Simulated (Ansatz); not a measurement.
# Geometry relaxation of SiNH7O (part 1 of 2)

- system: SiNH7O
- method: RKS PBE0-D4/def2-TZVP (Ansatz 0.2.0)

The geometry is a transition state displaced along its imaginary mode. The reaction was set up to form Si1–O7 and H2–H6 and to break Si1–H2 and H6–O7 (atoms counted from 1 in the order of the input); sticks are drawn by distance alone. Figures and captions count atoms from 1; the log counts them from 0 in places.

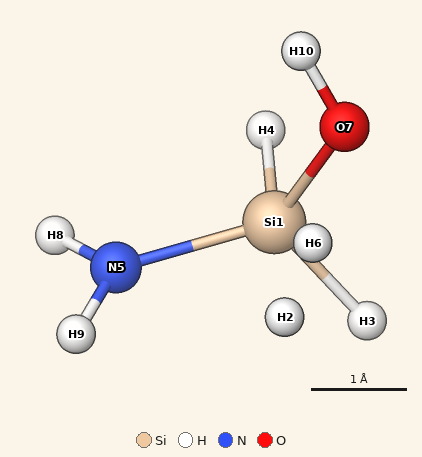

The starting structure (ball-and-stick view, seen at a tilt; atoms are numbered from 1 in the order of the input). Bond lengths as drawn: H–N 1.00 to 1.01 Å, H–O 0.97 Å, H–Si 1.47 to 1.50 Å, N–Si 1.74 Å and O–Si 1.67 Å.

**The input**
```yaml
crystal:
  periodic: [false, false, false]
  atoms:
    - {symbol: Si, position_ang: [-0.526013, 0.048830, -0.241376]}
    - {symbol: H, position_ang: [0.886911, -1.229019, -0.547334]}
    - {symbol: H, position_ang: [-1.386980, -1.026667, -0.845889]}
    - {symbol: H, position_ang: [-1.427427, 1.198464, -0.079142]}
    - {symbol: N, position_ang: [-0.061921, -0.165175, 1.417237]}
    - {symbol: H, position_ang: [1.067492, -0.547314, -1.024066]}
    - {symbol: O, position_ang: [0.459335, 0.712507, -1.411648]}
    - {symbol: H, position_ang: [-0.517474, 0.388833, 2.131789]}
    - {symbol: H, position_ang: [0.515538, -0.883532, 1.812549]}
    - {symbol: H, position_ang: [0.990639, 1.502973, -1.212119]}
basis:
  gaussian: {orbitals: def2-TZVP}
hamiltonian: {xc: pbe0, dispersion: d4}
relax: {f_tol: 0.005, max_steps: 200}
```

Machine: 2 threads of Arm Neoverse V2, 23 GiB of memory available, shared host.

Launch command:
```bash
ansatz run in.yaml --threads 2 --pin off --events-out ev --progress --plain --max-ram 4352MiB
```

**What the program printed**
```
Functional definition: PBE0
  name "PBE0"
  cite "Adamo & Barone, J. Chem. Phys. 110, 6158 (1999) doi:10.1063/1.478522"
  cite "Perdew, Burke & Ernzerhof, Phys. Rev. Lett. 77, 3865 (1996) doi:10.1103/PhysRevLett.77.3865"
  parent pbe
  parameter a = 0.25
  parameter kappa = 0.804
  parameter beta = 0.06672455060314922
  exchange = (1 - a)*pbe_x(kappa = kappa, mu = beta*pi^2/3) + a*exact_x
  correlation = pbe_c(beta = beta)
882 factors; their error is unknown
mean field evaluation 1: about -11513.9500 eV, gradient 7.3e1 eV
mean field evaluation 2: about -11501.7813 eV, gradient 1.0e2 eV
mean field evaluation 4: about -11522.9130 eV, gradient 4.8e0 eV
mean field evaluation 8: about -11522.9551 eV, gradient 2.5e-2 eV
mean field evaluation 16: about -11522.9930 eV, gradient 3.8e-5 eV
mean field -11522.99301502 eV, -423.4621827367 hartree, gradient 3.8e-5 eV, S^2 0.000000; 0 other end points of the search recorded, 0 dependent functions left out
the calculation of the forces begins
reference -11522.99304378 eV, -423.4621837939 hartree; 18, 18 occupied and 123, 123 virtual orbitals, 882 factors
relax step   1: F+E_penalty+E_count = -11523.11937856 eV  Δ(F+E_penalty+E_count) = +0.000e0 eV  max|allowed force component| = 2.131e0 eV/Å  Δτ_max = 0.0000 Å  (25 SCF iters, accepted)
these checks for a lower state are left out or cut short: starts, cluster_reference, orbital_swaps, neighbouring_geometries, increment
882 factors; their error is unknown
mean field -11523.53022493 eV, -423.4819248367 hartree, gradient 9.7e-6 eV, S^2 0.000000; 0 other end points of the search recorded, 0 dependent functions left out
[... from here on the field's lines of each further geometry are left out, up to the last ...]
relax step   2: F+E_penalty+E_count = -11523.65835122 eV  Δ(F+E_penalty+E_count) = -5.390e-1 eV  max|allowed force component| = 2.216e0 eV/Å  Δτ_max = 0.1459 Å  (28 SCF iters, accepted)
relax step   3: F+E_penalty+E_count = -11524.06271126 eV  Δ(F+E_penalty+E_count) = -4.044e-1 eV  max|allowed force component| = 2.152e0 eV/Å  Δτ_max = 0.1947 Å  (28 SCF iters, accepted)
relax step   4: F+E_penalty+E_count = -11524.37443749 eV  Δ(F+E_penalty+E_count) = -3.117e-1 eV  max|allowed force component| = 4.853e-1 eV/Å  Δτ_max = 0.1914 Å  (29 SCF iters, accepted)
relax step   5: F+E_penalty+E_count = -11524.51150794 eV  Δ(F+E_penalty+E_count) = -1.371e-1 eV  max|allowed force component| = 5.428e-1 eV/Å  Δτ_max = 0.1921 Å  (29 SCF iters, accepted)
relax step   6: F+E_penalty+E_count = -11524.58241925 eV  Δ(F+E_penalty+E_count) = -7.091e-2 eV  max|allowed force component| = 2.974e-1 eV/Å  Δτ_max = 0.1995 Å  (29 SCF iters, accepted)
relax step   7: F+E_penalty+E_count = -11524.59237489 eV  Δ(F+E_penalty+E_count) = -9.956e-3 eV  max|allowed force component| = 5.585e-1 eV/Å  Δτ_max = 0.1998 Å  (29 SCF iters, accepted)
relax step   8: F+E_penalty+E_count = -11524.61435539 eV  Δ(F+E_penalty+E_count) = -2.198e-2 eV  max|allowed force component| = 1.495e-1 eV/Å  Δτ_max = 0.2000 Å  (27 SCF iters, accepted)
relax step   9: F+E_penalty+E_count = -11524.61730729 eV  Δ(F+E_penalty+E_count) = -2.952e-3 eV  max|allowed force component| = 1.014e-1 eV/Å  Δτ_max = 0.0551 Å  (29 SCF iters, accepted)
relax step  10: F+E_penalty+E_count = -11524.61878164 eV  Δ(F+E_penalty+E_count) = -1.474e-3 eV  max|allowed force component| = 7.259e-2 eV/Å  Δτ_max = 0.0357 Å  (31 SCF iters, accepted)
relax step  11: F+E_penalty+E_count = -11524.61917642 eV  Δ(F+E_penalty+E_count) = -3.948e-4 eV  max|allowed force component| = 1.098e-2 eV/Å  Δτ_max = 0.0176 Å  (31 SCF iters, accepted)
relax step  12: F+E_penalty+E_count = -11524.61953254 eV  Δ(F+E_penalty+E_count) = -3.561e-4 eV  max|allowed force component| = 5.075e-2 eV/Å  Δτ_max = 0.0411 Å  (30 SCF iters, accepted)
relax step  13: F+E_penalty+E_count = -11524.62004228 eV  Δ(F+E_penalty+E_count) = -5.097e-4 eV  max|allowed force component| = 5.488e-2 eV/Å  Δτ_max = 0.0726 Å  (30 SCF iters, accepted)
relax step  14: F+E_penalty+E_count = -11524.62030995 eV  Δ(F+E_penalty+E_count) = -2.677e-4 eV  max|allowed force component| = 6.962e-2 eV/Å  Δτ_max = 0.0452 Å  (30 SCF iters, accepted)
relax step  15: F+E_penalty+E_count = -11524.62047099 eV  Δ(F+E_penalty+E_count) = -1.610e-4 eV  max|allowed force component| = 4.543e-2 eV/Å  Δτ_max = 0.0214 Å  (31 SCF iters, accepted)
relax step  16: F+E_penalty+E_count = -11524.62061065 eV  Δ(F+E_penalty+E_count) = -1.397e-4 eV  max|allowed force component| = 1.458e-2 eV/Å  Δτ_max = 0.0361 Å  (30 SCF iters, accepted)
relax step  17: F+E_penalty+E_count = -11524.62065569 eV  Δ(F+E_penalty+E_count) = -4.504e-5 eV  max|allowed force component| = 7.821e-3 eV/Å  Δτ_max = 0.0299 Å  (30 SCF iters, accepted)
relax step  18: F+E_penalty+E_count = -11524.62067299 eV  Δ(F+E_penalty+E_count) = -1.730e-5 eV  max|allowed force component| = 6.319e-3 eV/Å  Δτ_max = 0.0209 Å  (31 SCF iters, accepted)
relax step  19: F+E_penalty+E_count = -11524.62068024 eV  Δ(F+E_penalty+E_count) = -7.245e-6 eV  max|allowed force component| = 4.566e-3 eV/Å  Δτ_max = 0.0112 Å  (31 SCF iters, accepted)
relax step  20: F+E_penalty+E_count = -11524.62068803 eV  Δ(F+E_penalty+E_count) = -7.796e-6 eV  max|allowed force component| = 4.010e-3 eV/Å  Δτ_max = 0.0136 Å  (31 SCF iters, accepted)
relax step  21: F+E_penalty+E_count = -11524.62069430 eV  Δ(F+E_penalty+E_count) = -6.271e-6 eV  max|allowed force component| = 5.209e-3 eV/Å  Δτ_max = 0.0099 Å  (31 SCF iters, accepted)
relax step  22: F+E_penalty+E_count = -11524.62070843 eV  Δ(F+E_penalty+E_count) = -1.412e-5 eV  max|allowed force component| = 7.582e-3 eV/Å  Δτ_max = 0.0231 Å  (30 SCF iters, accepted)
relax step  23: F+E_penalty+E_count = -11524.62071879 eV  Δ(F+E_penalty+E_count) = -1.037e-5 eV  max|allowed force component| = 2.940e-2 eV/Å  Δτ_max = 0.0303 Å  (29 SCF iters, accepted)
relax step  24: F+E_penalty+E_count = -11524.62073552 eV  Δ(F+E_penalty+E_count) = -1.673e-5 eV  max|allowed force component| = 2.237e-2 eV/Å  Δτ_max = 0.0110 Å  (31 SCF iters, accepted)
relax step  25: F+E_penalty+E_count = -11524.62076627 eV  Δ(F+E_penalty+E_count) = -3.075e-5 eV  max|allowed force component| = 1.933e-2 eV/Å  Δτ_max = 0.0071 Å  (31 SCF iters, accepted)
relax step  26: F+E_penalty+E_count = -11524.62081816 eV  Δ(F+E_penalty+E_count) = -5.189e-5 eV  max|allowed force component| = 3.918e-2 eV/Å  Δτ_max = 0.0228 Å  (30 SCF iters, accepted)
relax step  27: F+E_penalty+E_count = -11524.62084019 eV  Δ(F+E_penalty+E_count) = -2.203e-5 eV  max|allowed force component| = 7.263e-2 eV/Å  Δτ_max = 0.0161 Å  (30 SCF iters, accepted)
relax step  28: F+E_penalty+E_count = -11524.62090169 eV  Δ(F+E_penalty+E_count) = -6.150e-5 eV  max|allowed force component| = 6.309e-2 eV/Å  Δτ_max = 0.0042 Å  (31 SCF iters, accepted)
relax step  29: F+E_penalty+E_count = -11524.62102895 eV  Δ(F+E_penalty+E_count) = -1.273e-4 eV  max|allowed force component| = 3.120e-2 eV/Å  Δτ_max = 0.0100 Å  (29 SCF iters, accepted)
relax step  30: F+E_penalty+E_count = -11524.62120631 eV  Δ(F+E_penalty+E_count) = -1.774e-4 eV  max|allowed force component| = 8.711e-2 eV/Å  Δτ_max = 0.0387 Å  (28 SCF iters, accepted)
relax step  31: F+E_penalty+E_count = -11524.62133532 eV  Δ(F+E_penalty+E_count) = -1.290e-4 eV  max|allowed force component| = 5.886e-2 eV/Å  Δτ_max = 0.0091 Å  (30 SCF iters, accepted)
relax step  32: F+E_penalty+E_count = -11524.62153017 eV  Δ(F+E_penalty+E_count) = -1.948e-4 eV  max|allowed force component| = 1.530e-2 eV/Å  Δτ_max = 0.0233 Å  (29 SCF iters, accepted)
relax step  33: F+E_penalty+E_count = -11524.62158941 eV  Δ(F+E_penalty+E_count) = -5.924e-5 eV  max|allowed force component| = 4.757e-2 eV/Å  Δτ_max = 0.0279 Å  (30 SCF iters, accepted)
relax step  34: F+E_penalty+E_count = -11524.62163538 eV  Δ(F+E_penalty+E_count) = -4.597e-5 eV  max|allowed force component| = 1.417e-2 eV/Å  Δτ_max = 0.0036 Å  (31 SCF iters, accepted)
the calculation of the forces begins
reference -11524.50536939 eV, -423.5177607348 hartree; 18, 18 occupied and 123, 123 virtual orbitals, 882 factors
relax step  35: F+E_penalty+E_count = -11524.62164810 eV  Δ(F+E_penalty+E_count) = -1.272e-5 eV  max|allowed force component| = 2.668e-3 eV/Å  Δτ_max = 0.0033 Å  (22 SCF iters, accepted)
882 factors; their error is unknown
mean field evaluation 256: about -11515.2399 eV, gradient 7.4e1 eV
```

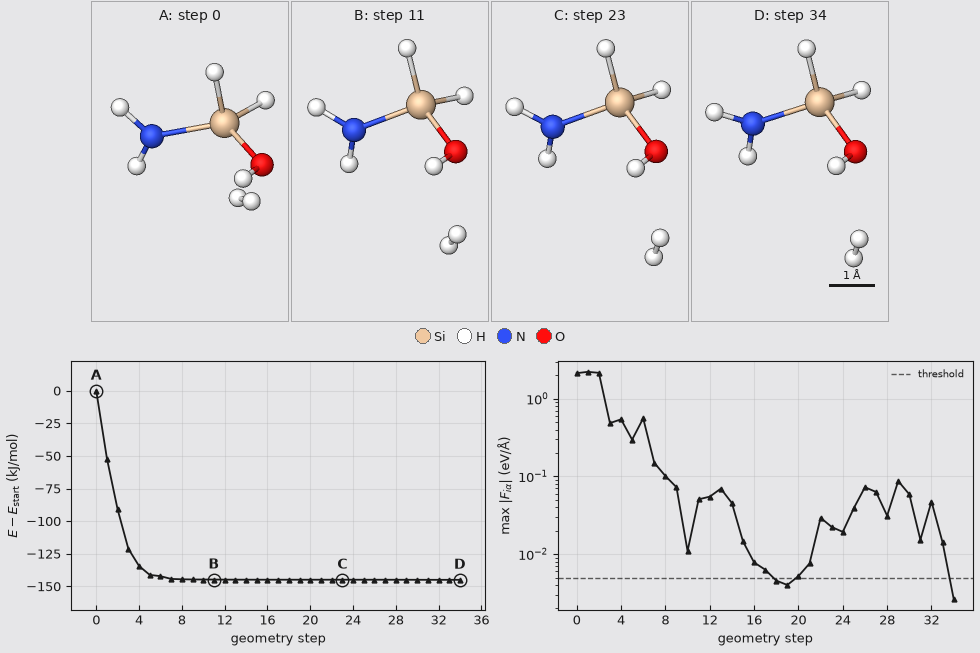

Frames of the relaxation (ball-and-stick view, seen at a tilt) above the curves, on which the letters mark them (the first geometry is step 0 here and step 1 in the log).

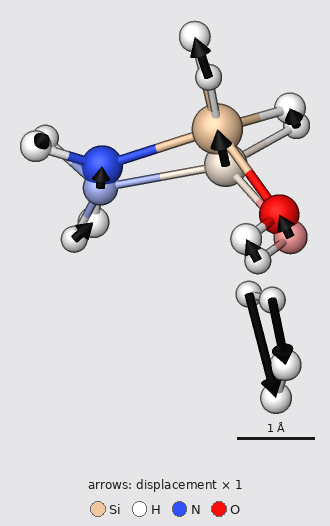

Start (faint) and end (solid) with the displacements as black arrows, at true length (ball-and-stick view, seen at a tilt). The two geometries are laid on each other by the best rigid fit. After 34 geometry steps the energy has fallen by 144.9 kJ/mol. Largest force component: 2.1 eV/Å at the start, 0.0027 eV/Å at the end. H2 moves most after the best rigid fit: 1.47 Å. Largest moves by element: H 1.47 Å, Si 0.54 Å, O 0.33 Å, N 0.30 Å. Distances before and after: H2–H6 0.851 → 0.748 Å, Si1–N5 1.736 → 1.704 Å, Si1–H3 1.504 → 1.479 Å, Si1–H4 1.470 → 1.487 Å. Among the angles that change: H4–Si1–O7 97.4° → 110.5°, H3–Si1–H4 104.6° → 112.8°, N5–Si1–O7 124.2° → 116.1°. (Atoms are counted from 1 in the order of the input.)

```
mean field -11524.50533670 eV, -423.5177595333 hartree, gradient 1.8e-5 eV, S^2 0.000000; 1 other end points of the search recorded, 0 dependent functions left out
the calculation of the forces begins
reference -11524.50536939 eV, -423.5177607348 hartree; 18, 18 occupied and 123, 123 virtual orbitals, 882 factors
Total energy: -11524.62168079 eV, -423.5220351001 hartree
Atom 0 at    -0.901289     0.429855    -0.149359 Å, force     0.001836    -0.001315     0.002668 eV/Å
Atom 1 at     1.992045    -2.102599    -0.893743 Å, force     0.000582     0.000107    -0.000357 eV/Å
Atom 2 at    -1.572682    -0.724362    -0.785416 Å, force     0.001134     0.000507    -0.000798 eV/Å
Atom 3 at    -1.818579     1.579690     0.069730 Å, force     0.000397     0.000102    -0.000373 eV/Å
Atom 4 at    -0.345353     0.014619     1.407496 Å, force    -0.001700     0.002596    -0.000714 eV/Å
Atom 5 at     1.700385    -1.449200    -1.110872 Å, force    -0.000253     0.000007     0.000315 eV/Å
Atom 6 at     0.260803     0.818741    -1.256208 Å, force    -0.000187     0.000535    -0.000769 eV/Å
Atom 7 at    -0.355736     0.665222     2.173085 Å, force     0.000685    -0.000818     0.002164 eV/Å
Atom 8 at     0.214873    -0.798230     1.599424 Å, force    -0.001023     0.000017    -0.001642 eV/Å
Atom 9 at     0.825633     1.566165    -1.054134 Å, force    -0.001471    -0.001737    -0.000494 eV/Å
Dipole moment:     0.228272     0.192326     0.398870 e Å
```

**Trajectory as extended XYZ (Å, eV, eV/Å), 35 frames, from step=1 to step=35**
```
10
Properties=species:S:1:pos:R:3:forces:R:3 step=1 energy=-11523.11938
Si   -0.5260    0.0488   -0.2414   -1.4620   0.1522   1.2658
H     0.8869   -1.2290   -0.5473    0.7698  -0.1397  -0.4584
H    -1.3870   -1.0267   -0.8459    0.5314   0.2082   0.0281
H    -1.4274    1.1985   -0.0791   -0.4625   0.2947   0.2185
N    -0.0619   -0.1652    1.4172   -0.0247   0.2890  -0.4823
H     1.0675   -0.5473   -1.0241    0.3212  -2.1309   0.8507
O     0.4593    0.7125   -1.4116    0.8052   1.9658  -0.8908
H    -0.5175    0.3888    2.1318    0.0968  -0.1144  -0.3284
H     0.5155   -0.8835    1.8125    0.0692  -0.1193  -0.1191
H     0.9906    1.5030   -1.2121   -0.6443  -0.4056  -0.0840
10
Properties=species:S:1:pos:R:3:forces:R:3 step=2 energy=-11523.65835
Si   -0.5778    0.1238   -0.2367   -0.8374   0.5040   0.4325
H     0.9482   -1.3575   -0.5155    0.5084   0.5214  -0.6599
H    -1.3045   -1.0106   -0.8775    0.1927   0.2359   0.0491
H    -1.5293    1.2555   -0.0471   -0.1171  -0.0573   0.0998
N    -0.0511   -0.1413    1.3815   -0.0139   0.1799  -0.2963
H     1.0535   -0.6611   -0.9475    0.6039  -2.2160   0.7827
O     0.4664    0.7395   -1.3993   -0.0582   0.9801  -0.1817
H    -0.4783    0.3923    2.1222    0.0391  -0.0444  -0.1085
H     0.5224   -0.8914    1.7279   -0.0228   0.0390  -0.1391
H     0.9506    1.5507   -1.2081   -0.2948  -0.1426   0.0214
10
Properties=species:S:1:pos:R:3:forces:R:3 step=3 energy=-11524.06271
Si   -0.6385    0.1973   -0.2247    0.3573   0.2111  -0.3992
H     1.0355   -1.4368   -0.5409    0.0308  -2.1521   1.0232
H    -1.2784   -0.9690   -0.8833    0.0489   0.1444   0.0351
H    -1.5945    1.2805   -0.0169   -0.4350   0.3216   0.1528
N    -0.0549   -0.1085    1.3575    0.0523  -0.0012  -0.1288
H     1.1204   -0.8380   -0.9015    0.7407   0.9823  -0.9766
O     0.4490    0.7706   -1.3822   -0.6422   0.1517   0.3184
H    -0.4671    0.3982    2.1212    0.0303  -0.0014   0.0441
H     0.5178   -0.8807    1.6649   -0.1322   0.1862  -0.1651
H     0.9108    1.5863   -1.1942   -0.0509   0.1572   0.0962
10
Properties=species:S:1:pos:R:3:forces:R:3 step=4 energy=-11524.37444
Si   -0.6739    0.2467   -0.2214    0.2200   0.3918  -0.4184
H     1.1251   -1.6058   -0.5358    0.1903  -0.1736  -0.0803
H    -1.2981   -0.9254   -0.8843    0.0836   0.1111   0.0164
H    -1.6657    1.3229    0.0133   -0.1247   0.0183   0.0838
N    -0.0645   -0.0783    1.3441    0.0021   0.0526  -0.0887
H     1.2468   -0.9718   -0.9225    0.2066  -0.3909   0.0535
O     0.4107    0.8203   -1.3725   -0.3927  -0.0037   0.4853
H    -0.4693    0.4085    2.1247    0.0399   0.0013   0.0374
H     0.5121   -0.8544    1.6266   -0.0779   0.1149  -0.1337
H     0.8769    1.6370   -1.1723   -0.1473  -0.1219   0.0447
10
Properties=species:S:1:pos:R:3:forces:R:3 step=5 energy=-11524.51151
Si   -0.7251    0.3100   -0.2124    0.4467   0.0963  -0.4724
H     1.2253   -1.7520   -0.5676    0.0251  -0.5428   0.2064
H    -1.2911   -0.8812   -0.8859   -0.0477   0.0708   0.0022
H    -1.7448    1.3581    0.0462   -0.0403   0.0003   0.0300
N    -0.0798   -0.0384    1.3298   -0.0523   0.0924   0.0587
H     1.3569   -1.1287   -0.9344    0.1751   0.2650  -0.2338
O     0.3790    0.8563   -1.3486   -0.4715  -0.1032   0.4516
H    -0.4666    0.4309    2.1304    0.0654  -0.0260   0.0512
H     0.5021   -0.8223    1.5803   -0.0939   0.1330  -0.1340
H     0.8441    1.6674   -1.1378   -0.0065   0.0142   0.0401
10
Properties=species:S:1:pos:R:3:forces:R:3 step=6 energy=-11524.58242
Si   -0.7706    0.3357   -0.2167   -0.1073   0.2974   0.0764
H     1.3418   -1.8943   -0.6279    0.0369  -0.1696   0.0406
H    -1.3634   -0.8366   -0.8880    0.0161  -0.0829  -0.0484
H    -1.7988    1.3703    0.0753   -0.0608  -0.0174  -0.0097
N    -0.1096    0.0086    1.3209   -0.1455   0.2098  -0.0196
H     1.5085   -1.2539   -0.9683    0.0338   0.0539  -0.0513
O     0.3067    0.9048   -1.3292    0.2239   0.1917   0.1103
H    -0.4687    0.4640    2.1417   -0.0069   0.0178  -0.0265
H     0.5011   -0.7487    1.5435    0.2123  -0.2585   0.0128
H     0.8529    1.6502   -1.0514   -0.2025  -0.2423  -0.0846
10
Properties=species:S:1:pos:R:3:forces:R:3 step=7 energy=-11524.59238
Si   -0.8277    0.4096   -0.1961    0.1708  -0.5585  -0.2956
H     1.4709   -2.0420   -0.6658    0.0336  -0.0663   0.0099
H    -1.3525   -0.8062   -0.8992   -0.0469   0.2913   0.1967
H    -1.8908    1.4203    0.0845    0.1315  -0.0556  -0.0234
N    -0.1280    0.0433    1.3173   -0.0414   0.0053   0.1417
H     1.5679   -1.3683   -0.9717   -0.0036   0.0191  -0.0149
O     0.2972    0.9194   -1.2964   -0.3823  -0.1141  -0.0024
H    -0.4459    0.4968    2.1571    0.0554  -0.0817   0.0028
H     0.4877   -0.7389    1.4951   -0.1851   0.2375  -0.0845
H     0.8214    1.6659   -1.0246    0.2681   0.3228   0.0698
10
Properties=species:S:1:pos:R:3:forces:R:3 step=8 energy=-11524.61435
Si   -0.8305    0.4098   -0.2043    0.0632   0.1495  -0.0091
H     1.6317   -2.1548   -0.7038   -0.0051   0.0655  -0.0167
H    -1.4059   -0.7757   -0.8789    0.0394   0.0025  -0.0411
H    -1.8677    1.4253    0.0972   -0.1031   0.0386   0.0065
N    -0.1456    0.0619    1.3187    0.0429  -0.0336  -0.0570
H     1.5486   -1.4560   -0.9614    0.0210  -0.0699   0.0068
O     0.2551    0.9885   -1.3096   -0.0305  -0.1059   0.1154
H    -0.4809    0.4874    2.1643   -0.0028   0.0128  -0.0049
H     0.4869   -0.7002    1.4882    0.0114  -0.0217   0.0215
H     0.8084    1.7137   -1.0105   -0.0364  -0.0378  -0.0214
10
Properties=species:S:1:pos:R:3:forces:R:3 step=9 energy=-11524.61731
Si   -0.8395    0.4257   -0.1927    0.0202  -0.1014  -0.0499
H     1.6409   -2.1712   -0.7090    0.0076  -0.0105   0.0051
H    -1.3920   -0.7654   -0.8781   -0.0072  -0.0017   0.0029
H    -1.9048    1.4271    0.0811    0.0319   0.0173   0.0455
N    -0.1480    0.0683    1.3248   -0.0613   0.0528   0.0076
H     1.5737   -1.4864   -0.9999    0.0022   0.0085  -0.0100
O     0.2610    0.9791   -1.2883    0.0105   0.0553  -0.0018
H    -0.4659    0.5100    2.1684    0.0011  -0.0052   0.0357
H     0.4715   -0.7045    1.4962   -0.0034   0.0042  -0.0135
H     0.8031    1.7172   -1.0024   -0.0017  -0.0194  -0.0217
10
Properties=species:S:1:pos:R:3:forces:R:3 step=10 energy=-11524.61878
Si   -0.8435    0.4264   -0.1923    0.0072   0.0245  -0.0012
H     1.6736   -2.1830   -0.7170    0.0045  -0.0003   0.0011
H    -1.4020   -0.7618   -0.8776   -0.0087   0.0053   0.0033
H    -1.8935    1.4410    0.0979    0.0068  -0.0161  -0.0038
N    -0.1599    0.0730    1.3291    0.0092  -0.0122   0.0726
H     1.5874   -1.5041   -1.0171    0.0017   0.0021  -0.0047
O     0.2536    0.9806   -1.2917    0.0008  -0.0118   0.0008
H    -0.4822    0.5088    2.1754   -0.0077   0.0057  -0.0351
H     0.4634   -0.6961    1.5061   -0.0086   0.0059  -0.0343
H     0.8032    1.7151   -1.0127   -0.0052  -0.0031   0.0013
```
